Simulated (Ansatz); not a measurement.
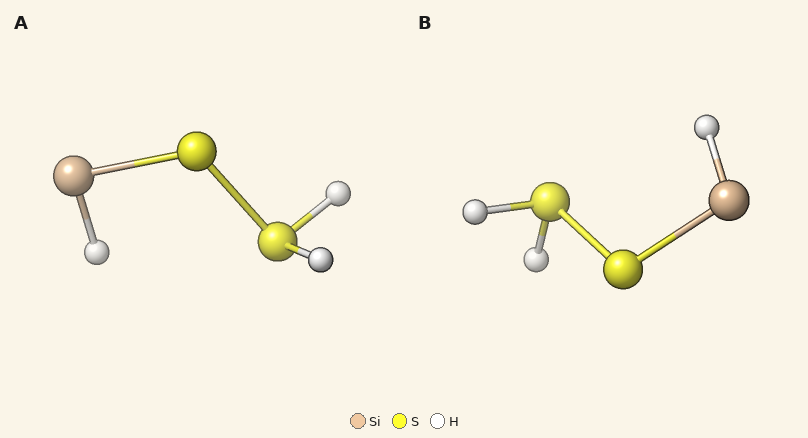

Depth is shown by fading: the farther an atom, the more it takes the colour of the background. State: charge +1, singlet. Computed geometry: PBE0-D4/def2-TZVP optimisation. No frequency run is at hand to confirm it as a minimum.

**How are A and B related: the same structure turned, mirror images, conformers, diastereomers or constitutional isomers?**

They are the same structure, H3S2Si (charge +1), seen from two directions. With point group Cs it is achiral, so its mirror image would be the same too.
